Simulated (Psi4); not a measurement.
# PHF2 (difluorophosphine): a chain of runs

We compute a geometry optimisation (PBE0/def2-TZVP), then vibrational wavenumbers, then the energy (MP2/cc-pVTZ), then the excited states (TDA-PBE0/def2-TZVP) of PHF2 (difluorophosphine). 

The results are computed with Psi4 1.11.

## Step 1: The structure to begin with

The species is PHF2 (4 atoms), meant as a singlet with charge 0. SMILES: `FPF`. The shape is that of a GFN2-xTB optimisation. The run starts from this shape.

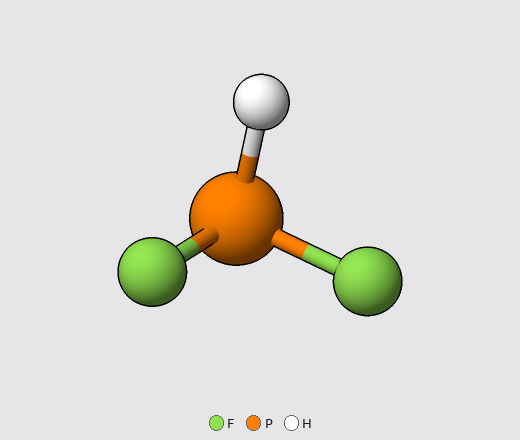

The structure, seen from a chosen angle (fluorine green, phosphorus orange, hydrogen white).

## Step 2: A structure relaxation at PBE0/def2-TZVP (density fitting) (run 1)

f2hp.inp

```
memory 1600 mb

molecule system {
  0 1
  F
  P 1 1.616743
  F 2 1.616712 1 94.74837
  H 2 1.418362 3 92.61156 1 92.79116
  symmetry c1
}

set {
  geom_maxiter 60
}

optimize("pbe0/def2-TZVP")
```

Launch:

```
psi4 f2hp.inp f2hp.out -n 1
```

f2hp.out:

```text
[...]
  Running in c1 symmetry.
[...]
  Nuclear repulsion =  116.320287340237300
[...]
  Multiplicity = 1
[...]
  Nalpha       = 17
  Nbeta        = 17
[...]
    Number of basis functions: 105
[...]
   @DF-RKS iter   1:  -541.40578694838939   -3.12417e-01   4.69999e-03 DIIS/ADIIS
[...]
   @DF-RKS iter   6:  -541.46927184742765   -9.32232e-12   5.85299e-09 DIIS
[...]
  @DF-RKS Final Energy:  -541.46927184742765
   => Energetics <=
    Nuclear Repulsion Energy =            117.5576537444445933
    One-Electron Energy =                -985.0829122767886474
    Two-Electron Energy =                 359.5660030120070019
    DFT Exchange-Correlation Energy =     -33.5100163270906108
    Empirical Dispersion Energy =           0.0000000000000000
    VV10 Nonlocal Energy =                  0.0000000000000000
    Total Energy =                       -541.4692718474276489
[...]
  -Total Gradient:
     Atom            X                  Y                   Z
    ------   -----------------  -----------------  -----------------
       1        0.000016021369     0.000017247842     0.000031749628
       2       -0.000008093847     0.000079791973     0.000067994875
       3        0.000018216166     0.000031566463     0.000012073763
       4       -0.000017247023     0.000016645908     0.000011698123
[...]
    Final optimized geometry and variables:
    Molecular point group: c1
    Full point group: C1
    Geometry (in Angstrom), charge = 0, multiplicity = 1:
    F
    P             1    1.586918
    F             2    1.586921      1   99.231832
    H             2    1.433761      3   95.462697      1   96.453646
    Psi4 run time: 0:00:12.12
[...]
```

The script printed:

```text
Optimizer: Optimization complete!
```

Wall time 13 s (1 thread of AMD EPYC 9B45 (Zen 5), shared host); peak memory 0.51 GiB.

The path in brief:

| step | energy from the first frame kept (eV) | largest force (eV/Å) |
| --- | --- | --- |
| 0 | 0.0000 | 1.9992 |
| 1 | -0.0504 | 1.0869 |
| 2 | -0.0709 | 0.1057 |
| 3 | -0.0713 | 0.0290 |
| 4 | -0.0713 | 0.0054 |

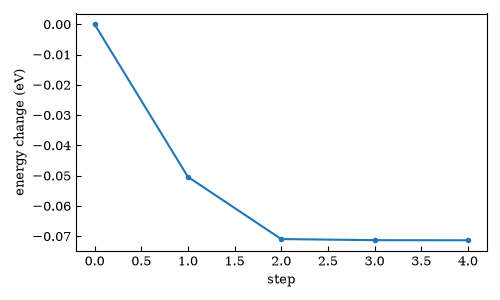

Energy along the run.

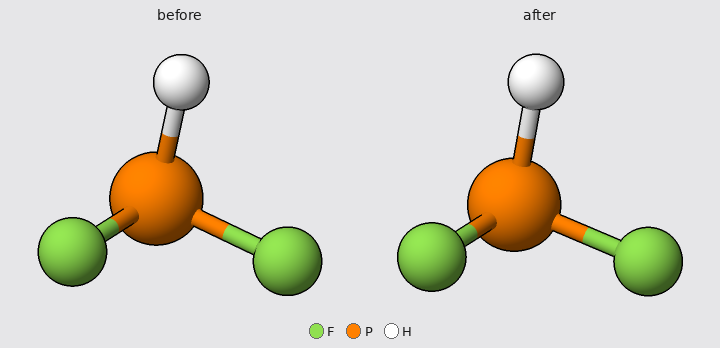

Before and after, at one scale.

After the run. Bond lengths: F1–P2 1.587 Å, P2–F3 1.587 Å, P2–H4 1.434 Å. Angles: F1–P2–F3 99.2°, F1–P2–H4 95.5°, F3–P2–H4 95.5°.

## Step 3: Vibrational wavenumbers at PBE0/def2-TZVP (density fitting) (run 2)

f2hp.in

```
memory 1.6 GB

molecule m {
  F      2.26961777     1.17456305    -0.45375348
  P      0.00390039    -0.74874729    -0.85431306
  F     -2.29826979     1.11853267    -0.40005502
  H      0.04564633    -1.72617033     1.67231313
  units au
  symmetry c1
}

set globals {
  basis def2-TZVP
  reference rks
  t 600.0
  rotational_symmetry_number 1
}

e = frequencies("pbe0")
```

Launch:

```
psi4 -i f2hp.in -o f2hp.out -n 1
```

f2hp.out:

```text
[...]
  Running in c1 symmetry.
[...]
  Nuclear repulsion =  117.557666042194612
[...]
  Multiplicity = 1
[...]
  Nalpha       = 17
  Nbeta        = 17
[...]
    Number of basis functions: 105
[...]
   @DF-RKS iter   1:  -541.41277329308696   -2.62862e-01   4.59256e-03 DIIS/ADIIS
[...]
   @DF-RKS iter  11:  -541.46926982671607   -2.50111e-12   1.90321e-09 DIIS
[...]
  @DF-RKS Final Energy:  -541.46926982671607
   => Energetics <=
    Nuclear Repulsion Energy =            117.5688194491391982
    One-Electron Energy =                -985.1061632551043203
    Two-Electron Energy =                 359.5785867922593297
    DFT Exchange-Correlation Energy =     -33.5105128130102869
    Empirical Dispersion Energy =           0.0000000000000000
    VV10 Nonlocal Energy =                  0.0000000000000000
    Total Energy =                       -541.4692698267160722
[...]
  -Total Gradient:
     Atom            X                  Y                   Z
    ------   -----------------  -----------------  -----------------
       1       -0.000027311405    -0.000026657738    -0.000067587341
       2        0.000026134688    -0.000381458821     0.000927351100
       3        0.000016550158    -0.000018195497    -0.000065507363
       4       -0.000013594248     0.000242627563    -0.000844951153
[...]
  ==> Harmonic Vibrational Analysis <==
[...]
  Freq [cm^-1]                 351.3894            852.1087            859.0578
[...]
  IR activ [km/mol]             7.6344             176.8152            123.5768
[...]
  Freq [cm^-1]                 966.2711           1016.7804           2306.6709
[...]
  IR activ [km/mol]             1.3328             52.2266             149.7396
[...]
  Total E_0, Enthalpy at 0 [K]                                                         -541.45480029 [Eh]
[...]
```

The script printed:

```text
Warning: used thermodynamics relations inappropriate for low-frequency modes: ['351.3894']
```

Run time: 51 s. Hardware: 1 thread of AMD EPYC 9B45 (Zen 5), shared host; peak memory 0.5 GiB.

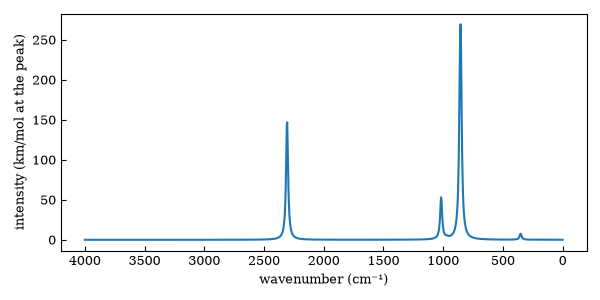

Harmonic infrared spectrum, unscaled, lines broadened by 10 cm⁻¹.

## Step 4: The energy at MP2/cc-pVTZ (density fitting, density fitting for correlation) (run 3)

f2hp.sdf

```

     RDKit          3D

  4  3  0  0  0  0  0  0  0  0999 V2000
    1.2010    0.6216   -0.2401 F   0  0  0  0  0  0  0  0  0  0  0  0
    0.0021   -0.3962   -0.4521 P   0  0  0  0  0  0  0  0  0  0  0  0
   -1.2162    0.5919   -0.2117 F   0  0  0  0  0  0  0  0  0  0  0  0
    0.0242   -0.9134    0.8850 H   0  0  0  0  0  0  0  0  0  0  0  0
  2  1  1  0
  3  2  1  0
  4  2  1  0
M  END
$$$$
```

f2hp.py

```python
import psi4
from rdkit import Chem

psi4.set_memory(1600000000)
psi4.set_num_threads(1)
psi4.core.set_output_file('f2hp.out', False)

rd = Chem.SDMolSupplier('f2hp.sdf', removeHs=False, sanitize=False)[0]
xyz = rd.GetConformer().GetPositions()
atoms = '\n'.join(f'{a.GetSymbol()} {x:.4f} {y:.4f} {z:.4f}' for a, (x, y, z) in zip(rd.GetAtoms(), xyz))
mol = psi4.geometry('0 1\n' + atoms + '')

options = {'freeze_core': True}
psi4.set_options(options)

e_tot = psi4.energy("mp2/cc-pVTZ")
print('E =', round(e_tot, 9))
```

Launch:

```
python f2hp.py
```

f2hp.out:

```text
[...]
  Running in c1 symmetry.
[...]
  Nuclear repulsion =  117.557766186667592
[...]
  Multiplicity = 1
[...]
  Nalpha       = 17
  Nbeta        = 17
[...]
    Number of basis functions: 108
[...]
   @DF-RHF iter   1:  -540.28589102355625   -5.41209e-01   3.50999e-03 ADIIS/DIIS
[...]
   @DF-RHF iter  11:  -540.34035357644836   -9.09495e-13   6.00584e-09 DIIS
[...]
    Orbital Energies [Eh]
    ---------------------
    Doubly Occupied:
       1A    -80.069816     2A    -26.319114     3A    -26.319096
       4A     -7.598637     5A     -5.492396     6A     -5.491328
       7A     -5.489454     8A     -1.645789     9A     -1.613095
      10A     -0.893604    11A     -0.749703    12A     -0.737763
      13A     -0.723663    14A     -0.683562    15A     -0.655119
      16A     -0.602923    17A     -0.412191
[...]
  @DF-RHF Final Energy:  -540.34035357644836
   => Energetics <=
    Nuclear Repulsion Energy =            117.5577661866675925
    One-Electron Energy =                -984.8017347780100863
    Two-Electron Energy =                 326.9036150148941147
    Total Energy =                       -540.3403535764484786
[...]
 Multipole Moments:
 ------------------------------------------------------------------------------------
     Multipole            Electronic (a.u.)      Nuclear  (a.u.)        Total (a.u.)
 ------------------------------------------------------------------------------------
 L = 1.  Multiply by 2.5417464519 to convert [e a0] to [Debye]
 Dipole X            :         -0.0207942            0.0297686            0.0089744
 Dipole Y            :          0.7655898           -1.3730665           -0.6074767
 Dipole Z            :         -0.9728297            1.0923063            0.1194766
 Magnitude           :                                                    0.6191794
[...]
```

On the terminal:

```text
E = -540.989823185
```

It took 1.6 s on 1 thread of AMD EPYC 9B45 (Zen 5), shared host; peak memory 0.34 GiB.

## Step 5: The excited states at TDA-PBE0/def2-TZVP (density fitting, save jk yes) (run 4)

job.dat

```
memory 1600 MB

molecule {
  0 1
  F
  P 1 1.586918
  F 2 1.586921 1 99.23182
  H 2 1.433762 1 95.46091 3 -96.4551
  units angstrom
}

set {
  basis   def2-TZVP
  save_jk true
}

from psi4.driver.procrouting.response.scf_response import tdscf_excitations
energy_value, wavefunction = energy('pbe0', return_wfn=True)
states = tdscf_excitations(wavefunction, states=4, tda=True)
```

Launch:

```
psi4 job.dat job.out -n 1
```

job.out:

```text
[...]
  Running in c1 symmetry.
[...]
  Nuclear repulsion =  117.557653293590846
[...]
  Multiplicity = 1
[...]
  Nalpha       = 17
  Nbeta        = 17
[...]
    Number of basis functions: 105
[...]
   @DF-RKS iter   1:  -541.41277328506135   -2.62862e-01   4.59256e-03 ADIIS/DIIS
[...]
   @DF-RKS iter   7:  -541.46927184495337   -3.26677e-08   5.12511e-07 DIIS
[...]
  @DF-RKS Final Energy:  -541.46927184495337
   => Energetics <=
    Nuclear Repulsion Energy =            117.5576532935908460
    One-Electron Energy =                -985.0827836329228830
    Two-Electron Energy =                 359.5658677850515232
    DFT Exchange-Correlation Energy =     -33.5100092906729259
    Empirical Dispersion Energy =           0.0000000000000000
    VV10 Nonlocal Energy =                  0.0000000000000000
    Total Energy =                       -541.4692718449533686
[...]
 Multipole Moments:
 ------------------------------------------------------------------------------------
     Multipole            Electronic (a.u.)      Nuclear  (a.u.)        Total (a.u.)
 ------------------------------------------------------------------------------------
 L = 1.  Multiply by 2.5417464519 to convert [e a0] to [Debye]
 Dipole X            :          1.1343266           -1.3677056           -0.2333790
 Dipole Y            :         -0.4892245            0.8374547            0.3482302
 Dipole Z            :         -0.4160938            0.7122912            0.2961973
 Magnitude           :                                                    0.5132864
[...]
                                    Excitation Energy         Total Energy        Oscillator Strength             Rotatory Strength
[...]
Excited State    1 (1 A):   0.22197 au   205.27 nm f = 0.0450
[...]
Excited State    2 (1 A):   0.25329 au   179.89 nm f = 0.1423
[...]
```

It took 8.1 s on 1 thread of AMD EPYC 9B45 (Zen 5), shared host; peak memory 0.45 GiB.

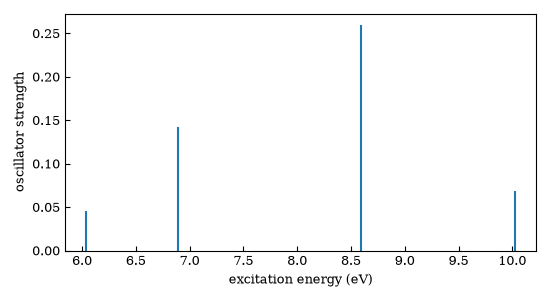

Vertical excitations as sticks.

The roots found:

| excited state | energy (eV) | strength | label |
| --- | --- | --- | --- |
| 1 | 6.040 | 0.0450 | A 1 |
| 2 | 6.892 | 0.1423 | A 1 |
| 3 | 8.593 | 0.2598 | A 1 |
| 4 | 10.026 | 0.0690 | A 1 |

## Step 6: Summary of results

| quantity | value |
| --- | --- |
| run 1, PBE0/def2-TZVP: total energy at the end | -541.46927 Eh |
| run 1, PBE0/def2-TZVP: dipole moment | 1.30 D |
| run 1, PBE0/def2-TZVP: HOMO energy | -7.99 eV |
| run 1, PBE0/def2-TZVP: LUMO energy | -0.51 eV |
| run 1, PBE0/def2-TZVP: HOMO–LUMO gap | 7.48 eV |
| run 2, PBE0/def2-TZVP: lowest harmonic wavenumber | 351 cm⁻¹ |
| run 2, PBE0/def2-TZVP: highest harmonic wavenumber | 2307 cm⁻¹ |
| run 2, PBE0/def2-TZVP: zero-point energy | 38.0 kJ/mol |
| run 2, PBE0/def2-TZVP: ideal-gas entropy at 600 K (symmetry number 1 as used) | 72.7 cal/(mol K) |
| run 3, MP2/cc-pVTZ: total energy | -540.98982 Eh |
| run 3, MP2/cc-pVTZ: HOMO energy (Hartree–Fock orbitals) | -11.22 eV |
| run 3, MP2/cc-pVTZ: LUMO energy (Hartree–Fock orbitals) | 3.35 eV |
| run 3, MP2/cc-pVTZ: HOMO–LUMO gap (Hartree–Fock orbitals) | 14.57 eV |
| run 3, MP2/cc-pVTZ: correlation energy (7 core orbitals frozen) | -649.5 mEh |
| run 4, TDA-PBE0/def2-TZVP: ground-state or mean-field energy | -541.46927 Eh |
| run 4, TDA-PBE0/def2-TZVP: dipole moment (PBE0 Kohn–Sham density) | 1.30 D |
| run 4, TDA-PBE0/def2-TZVP: HOMO energy (PBE0 Kohn–Sham orbitals) | -7.99 eV |
| run 4, TDA-PBE0/def2-TZVP: LUMO energy (PBE0 Kohn–Sham orbitals) | -0.51 eV |
| run 4, TDA-PBE0/def2-TZVP: HOMO–LUMO gap (PBE0 Kohn–Sham orbitals) | 7.48 eV |
| run 4, TDA-PBE0/def2-TZVP: lowest excitation energy | 6.04 eV |

**Reading.** The optimisation (run 1, PBE0/def2-TZVP) took 5 steps and changed the energy by -0.071 eV. All 6 modes (run 2, PBE0/def2-TZVP) are real, so the shape is a minimum at this level. The brightest of the 4 transitions from the ground state lies at 8.59 eV (144 nm, f = 0.260); the lowest, at 6.04 eV, has f = 0.045. The basis has no diffuse functions, so Rydberg states are missing or pushed up, and the true lowest state may lie lower. Roots above 8.0 eV lie over the negative of the HOMO energy, where those of Rydberg kind are poorly described; valence roots are less touched.
